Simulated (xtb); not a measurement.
**Geometry relaxation of CH4O3W (part 2 of 2)**

Continued. System: CH4O3W, SMILES [CH3][W](=[O])(=[O])[OH]. Method: GFN2-xTB (xtb 6.7.1 later snapshot).  The settings are looser than a standard set-up, so the numbers are not reference values.

Geometry of the input (Å):
```
C  -0.8398  -0.7538  -0.5243
W  0.8837  0.1139  0.2292
O  1.4142  -0.9283  1.2382
O  1.9966  0.1878  -1.1418
O  0.2973  1.7441  0.8665
H  -0.7219  -1.8372  -0.9341
H  -1.6448  -1.0065  0.2399
H  -1.4750  -0.2331  -1.3144
H  0.1085  2.7023  1.2273
```

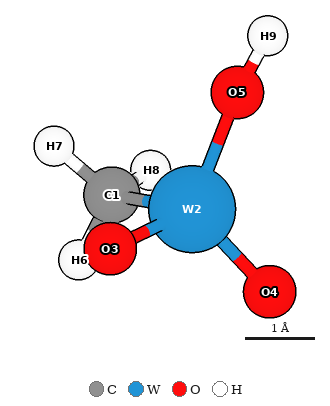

**Figure 1.** The geometry at step 2 of the log (ball-and-stick view, seen at a tilt; atoms are numbered from 1 in the order of the input).

What the program printed, continued
```
------------------------------------------------------------------------
 total energy gain   :        -0.0378945 Eh      -23.7792 kcal/mol
 total RMSD          :         0.1405473 a0        0.0744 Å
 total power (kW/mol):       -24.8730306 (step)-5442.0175 (real)
------------------------------------------------------------------------

 ANCopt (total)                0 d,  0 h,  0 min,  0.018 sec
 optimizer setup                ...        0 min,  0.000 sec (  0.311%)
 model hessian                  ...        0 min,  0.000 sec (  2.175%)
 ANC generation                 ...        0 min,  0.000 sec (  0.577%)
 coordinate transformation      ...        0 min,  0.000 sec (  0.141%)
 single point calculation       ...        0 min,  0.016 sec ( 89.002%)
 optimization log               ...        0 min,  0.000 sec (  1.455%)
 hessian update                 ...        0 min,  0.000 sec (  0.134%)
 rational function              ...        0 min,  0.000 sec (  1.585%)

================
 final structure:
================
$coord
       -1.71143641215201       -1.54339828561424       -1.02608622902040      c
        1.72936935501960        0.30780106835371        0.41176530378611      w
        2.70664855016786       -1.84791596975332        2.54124386820155      o
        3.57676528767402        0.41100673866925       -2.18598080304262      o
        0.58923751649380        3.37060659780151        1.61705452386436      o
       -1.31563691687427       -3.41951943683051       -1.84973103040330      h
       -3.10191321221922       -1.86363095698660        0.49493589261370      h
       -2.69715340254871       -0.46516910802646       -2.51763936831563      h
        0.25960829106093        5.02990479654665        2.30031297513622      h
$end

 Bond Distances (Angstroems)
 ---------------------------
C1-W2=2.2032         C1-H6=1.1043         C1-H7=1.1036         C1-H8=1.1048         W2-C1=2.2032         W2-O3=1.6848
W2-O4=1.6877         W2-O5=1.8433         O3-W2=1.6848         O4-W2=1.6877         O5-W2=1.8433         O5-H9=0.9655
H6-C1=1.1043         H7-C1=1.1036         H8-C1=1.1048         H9-O5=0.9655
 C  H  Rav=1.1042 sigma=0.0005  Rmin=1.1036  Rmax=1.1048     3
 O  H  Rav=0.9655 sigma=0.0000  Rmin=0.9655  Rmax=0.9655     1
 W  C  Rav=2.2032 sigma=0.0000  Rmin=2.2032  Rmax=2.2032     1
 W  O  Rav=1.7386 sigma=0.0740  Rmin=1.6848  Rmax=1.8433     3

 selected bond angles (degree)
 --------------------
H6-C1-W2=112.29                H7-C1-W2=111.56                H7-C1-H6=106.04                H8-C1-W2=114.03
H8-C1-H6=105.78                H8-C1-H7=106.59                O3-W2-C1=100.58                O4-W2-C1=102.23
O4-W2-O3=112.89                O5-W2-C1=103.88                O5-W2-O3=117.67                O5-W2-O4=116.29
H9-O5-W2=171.26

 selected dihedral angles (degree)
 ---------------------------------
O3-W2-C1-H6=301.31            O3-W2-C1-H7= 60.18            O3-W2-C1-H8=181.00            O4-W2-C1-H6= 57.75
O4-W2-C1-H7=176.63            O4-W2-C1-H8=297.45            O5-W2-C1-H6=179.11            O5-W2-C1-H7=297.99
O5-W2-C1-H8= 58.81            H9-O5-W2-C1=183.57            H9-O5-W2-O3= 73.50            H9-O5-W2-O4=295.00
           -------------------------------------------------
          |                Final Singlepoint                |
           -------------------------------------------------

          ...................................................
          :                      SETUP                      :
          :.................................................:
          :  # basis functions                  30          :
          :  # atomic orbitals                  29          :
          :  # shells                           15          :
          :  # electrons                        32          :
          :  max. iterations                   250          :
          :  Hamiltonian                  GFN2-xTB          :
          :  restarted?                      false          :
          :  GBSA solvation                  false          :
          :  PC potential                    false          :
          :  electronic temp.          300.0000000     K    :
          :  accuracy                    1.0000000          :
          :  -> integral cutoff          0.2500000E+02      :
          :  -> integral neglect         0.1000000E-07      :
          :  -> SCF convergence          0.1000000E-05 Eh   :
          :  -> wf. convergence          0.1000000E-03 e    :
          :  Broyden damping             0.4000000          :
          :  net charge                          0          :
          :  unpaired electrons                  0          :
          ...................................................

 iter      E             dE          RMSdq      gap      omega  full diag
   1    -18.9759871 -0.189760E+02  0.219E-04    3.99       0.0  T
   2    -18.9759871  0.110854E-08  0.873E-04    3.99      38.2  T
   3    -18.9759871 -0.117990E-08  0.312E-05    3.99    1068.5  T

   *** convergence criteria satisfied after 3 iterations ***

         #    Occupation            Energy/Eh            Energy/eV
      -------------------------------------------------------------
         1        2.0000           -0.7756376             -21.1062
       ...           ...                  ...                  ...
        10        2.0000           -0.4500907             -12.2476
        11        2.0000           -0.4398819             -11.9698
        12        2.0000           -0.4335884             -11.7985
        13        2.0000           -0.4198940             -11.4259
        14        2.0000           -0.4137179             -11.2578
        15        2.0000           -0.4064984             -11.0614
        16        2.0000           -0.3988256             -10.8526 (HOMO)
        17                         -0.2522717              -6.8647 (LUMO)
        18                         -0.2127159              -5.7883
        19                         -0.1864958              -5.0748
        20                         -0.1293946              -3.5210
        21                         -0.1174754              -3.1967
       ...                                ...                  ...
        29                          0.6463746              17.5887
      -------------------------------------------------------------
                  HL-Gap            0.1465539 Eh            3.9879 eV
             Fermi-level           -0.3255486 Eh           -8.8586 eV

 SCC (total)                   0 d,  0 h,  0 min,  0.003 sec
 SCC setup                      ...        0 min,  0.000 sec (  1.486%)
 Dispersion                     ...        0 min,  0.000 sec (  0.686%)
 classical contributions        ...        0 min,  0.000 sec (  0.205%)
 integral evaluation            ...        0 min,  0.001 sec ( 21.706%)
 iterations                     ...        0 min,  0.001 sec ( 32.629%)
 molecular gradient             ...        0 min,  0.001 sec ( 39.322%)
 printout                       ...        0 min,  0.000 sec (  3.538%)

         :::::::::::::::::::::::::::::::::::::::::::::::::::::
         ::                     SUMMARY                     ::
         :::::::::::::::::::::::::::::::::::::::::::::::::::::
         :: total energy             -18.861230227574 Eh    ::
         :: gradient norm              0.004989380791 Eh/a0 ::
         :: HOMO-LUMO gap              3.987935015053 eV    ::
         ::.................................................::
         :: SCC energy               -18.975980925445 Eh    ::
         :: -> isotropic ES            0.006509179459 Eh    ::
         :: -> anisotropic ES          0.006794042970 Eh    ::
         :: -> anisotropic XC          0.001460891742 Eh    ::
         :: -> dispersion             -0.005158363488 Eh    ::
         :: repulsion energy           0.114750697871 Eh    ::
         :: add. restraining           0.000000000000 Eh    ::
         :: total charge               0.000000000000 e     ::
         :::::::::::::::::::::::::::::::::::::::::::::::::::::

           -------------------------------------------------
          |                Property Printout                |
           -------------------------------------------------

    * Orbital Energies and Occupations

         #    Occupation            Energy/Eh            Energy/eV
      -------------------------------------------------------------
         1        2.0000           -0.7756376             -21.1062
       ...           ...                  ...                  ...
         4        2.0000           -0.6452371             -17.5578
         5        2.0000           -0.5972706             -16.2526
         6        2.0000           -0.5145386             -14.0013
         7        2.0000           -0.5139273             -13.9847
         8        2.0000           -0.4939810             -13.4419
         9        2.0000           -0.4912799             -13.3684
        10        2.0000           -0.4500907             -12.2476
        11        2.0000           -0.4398819             -11.9698
        12        2.0000           -0.4335884             -11.7985
        13        2.0000           -0.4198940             -11.4259
        14        2.0000           -0.4137179             -11.2578
        15        2.0000           -0.4064984             -11.0614
        16        2.0000           -0.3988256             -10.8526 (HOMO)
        17                         -0.2522717              -6.8647 (LUMO)
        18                         -0.2127159              -5.7883
        19                         -0.1864958              -5.0748
        20                         -0.1293946              -3.5210
        21                         -0.1174754              -3.1967
        22                         -0.0124777              -0.3395
        23                          0.0856516               2.3307
        24                          0.1655118               4.5038
        25                          0.1679567               4.5703
        26                          0.2382709               6.4837
        27                          0.4156058              11.3092
       ...                                ...                  ...
        29                          0.6463746              17.5887
      -------------------------------------------------------------
                  HL-Gap            0.1465539 Eh            3.9879 eV
             Fermi-level           -0.3255486 Eh           -8.8586 eV

     #   Z          covCN         q      C6AA      α(0)
     1   6          3.683    -0.244    25.647     7.252
     2  74          3.404     1.114   386.422    43.356
     3   8          0.830    -0.522    24.289     6.607
     4   8          0.830    -0.520    24.257     6.603
     5   8          1.632    -0.464    22.140     6.351
     6   1          0.923     0.112     1.680     2.027
     7   1          0.923     0.095     1.834     2.118
     8   1          0.923     0.093     1.848     2.126
     9   1          0.805     0.336     0.621     1.238

 Mol. C6AA /au·bohr⁶  :       1885.599704
 Mol. C8AA /au·bohr⁸  :     125568.062061
 Mol. α(0) /au        :         77.677529

Wiberg/Mayer (AO) data.
largest (>0.10) Wiberg bond orders for each atom

 ---------------------------------------------------------------------------
     #   Z sym  total        # sym  WBO       # sym  WBO       # sym  WBO
 ---------------------------------------------------------------------------
     1   6      3.907 --     2      1.037     8      0.905     7      0.902
                             6      0.895
     2  74      6.742 --     4      2.095     3      2.093     5      1.247
                             1      1.037
     3   8      2.351 --     2      2.093     4      0.111
     4   8      2.353 --     2      2.095     3      0.111
     5   8      2.272 --     2      1.247     9      0.831
     6   1      0.987 --     1      0.895
     7   1      0.991 --     1      0.902
     8   1      0.991 --     1      0.905
     9   1      0.887 --     5      0.831
 ---------------------------------------------------------------------------

Topologies differ in total number of bonds
Writing topology from bond orders to xtbtopo.mol

molecular dipole:
                 x           y           z       tot (Debye)
 q only:       -1.809       0.995       0.149
   full:       -2.005       1.824       0.517       7.013
molecular quadrupole (traceless):
                xx          xy          yy          xz          yz          zz
 q only:       -5.314       3.720       7.841       2.046       7.149      -2.527
  q+dip:       -6.771       5.590       9.424       2.856       8.565      -2.653
   full:       -6.950       5.491       9.677       2.823       8.750      -2.727

           -------------------------------------------------
          |                Geometry Summary                 |
           -------------------------------------------------

      molecular mass/u    :      247.8824912
   center of mass at/Å    :        0.8548205       0.1457277       0.1992761
  moments of inertia/u·Å² :        0.1437019E+03   0.1554972E+03   0.1698447E+03
rotational constants/cm⁻¹ :        0.1173097E+00   0.1084112E+00   0.9925320E-01

 * 7 selected distances

     #   Z          #   Z                                           value/Å
     2  74          3   8                                         1.6848184
     2  74          4   8                                         1.6877194
     2  74          5   8                                         1.8432848 (max)
     1   6          6   1                                         1.1043054
     1   6          7   1                                         1.1036211
     1   6          8   1                                         1.1048211
     5   8          9   1                                         0.9654792 (min)

 * 3 distinct bonds (by element types)

   Z      Z             #   av. dist./Å        max./Å        min./Å
   1 H    6 C           3     1.1042492     1.1048211     1.1036211
   1 H    8 O           1     0.9654792     0.9654792     0.9654792
   8 O   74 W           3     1.7386075     1.8432848     1.6848184

optimized geometry written to: xtbopt.coord

           -------------------------------------------------
          | TOTAL ENERGY              -18.861230227574 Eh   |
          | GRADIENT NORM               0.004989380791 Eh/α |
          | HOMO-LUMO GAP               3.987935015053 eV   |
           -------------------------------------------------

------------------------------------------------------------------------
------------------------------------------------------------------------
 total:
 *  cpu-time:     0 d,  0 h,  0 min,  0.037 sec
 * ratio c/w:     0.998 speedup
 SCF:
 *  cpu-time:     0 d,  0 h,  0 min,  0.007 sec
 * ratio c/w:     1.000 speedup
 ANC optimizer:
 *  cpu-time:     0 d,  0 h,  0 min,  0.022 sec
 * ratio c/w:     0.999 speedup
```

Standard error
```
normal termination of xtb
```

Trajectory as extended XYZ (Å, eV, eV/Å), 4 frames, from step=0 to step=3
```
9
Properties=species:S:1:pos:R:3 step=0 energy=-512.20906
C    -0.8398   -0.7538   -0.5243
W     0.8837    0.1139    0.2292
O     1.4142   -0.9283    1.2382
O     1.9966    0.1878   -1.1418
O     0.2973    1.7441    0.8665
H    -0.7219   -1.8372   -0.9341
H    -1.6448   -1.0065    0.2399
H    -1.4750   -0.2331   -1.3144
H     0.1085    2.7023    1.2273
9
Properties=species:S:1:pos:R:3 step=1 energy=-513.12951
C    -0.8904   -0.7959   -0.5337
W     0.9120    0.1574    0.2153
O     1.4278   -0.9733    1.2948
O     1.9658    0.2061   -1.1460
O     0.3019    1.7726    0.8572
H    -0.7080   -1.8272   -0.9659
H    -1.6509   -0.9883    0.2692
H    -1.4551   -0.2406   -1.3269
H     0.1158    2.6784    1.2227
9
Properties=species:S:1:pos:R:3 step=2 energy=-513.23177
C    -0.8974   -0.8088   -0.5452
W     0.9182    0.1666    0.2186
O     1.4270   -0.9866    1.3235
O     1.9177    0.2206   -1.1458
O     0.3098    1.7786    0.8702
H    -0.7101   -1.8112   -0.9719
H    -1.6325   -0.9844    0.2637
H    -1.4425   -0.2521   -1.3288
H     0.1286    2.6665    1.2025
9
Properties=species:S:1:pos:R:3 step=3 energy=-513.24022
C    -0.9056   -0.8167   -0.5430
W     0.9151    0.1629    0.2179
O     1.4323   -0.9779    1.3448
O     1.8927    0.2175   -1.1568
O     0.3118    1.7836    0.8557
H    -0.6962   -1.8095   -0.9788
H    -1.6415   -0.9862    0.2619
H    -1.4273   -0.2462   -1.3323
H     0.1374    2.6617    1.2173
```

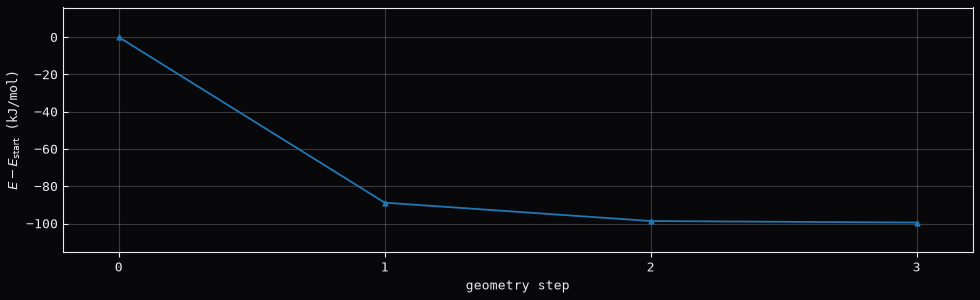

**Figure 2.** Progress of the relaxation, step by step (steps are counted from 0).

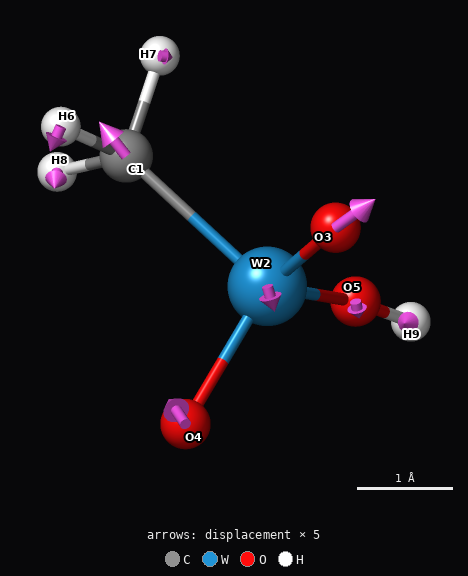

**Figure 3.** The starting structure with the displacements as pink arrows, magnified 5 times (ball-and-stick view, seen at an oblique angle). The two geometries are laid on each other by the best rigid fit. The atom that moves furthest after the best rigid fit is O3 (0.12 Å). By element the largest moves are O 0.12 Å, C 0.09 Å, W 0.06 Å, H 0.06 Å. Among the contacts that change: W2–O3 1.545 → 1.685 Å, C1–W2 2.071 → 2.203 Å, W2–O4 1.767 → 1.688 Å, O5–H9 1.041 → 0.965 Å. Among the angles that change: H6–C1–H7 95.8° → 106.0°, W2–C1–H8 121.6° → 114.0°, H7–C1–H8 99.9° → 106.6°. Over 3 geometry steps the energy falls by 99.5 kJ/mol. (Atoms are counted from 1 in the order of the input.)

Summary

| quantity | value |
| --- | --- |
| outcome | converged |
| electrons treated | 32 |
| total energy | −18.861230 hartree |
| dispersion energy | −0.005158 hartree |
| basis functions | 30 |
| HOMO | −10.85 eV |
| LUMO | −6.86 eV |
| dipole moment | 7.01 D |
| peak memory | 0.072 GiB |

Settings chosen away from the usual ones: method = gfn2-xtb; task = optimise; opt_level = crude; x = {}; partner = base. These settings are looser than, or depart from, a standard set-up, so the numbers are not reference values for this system.
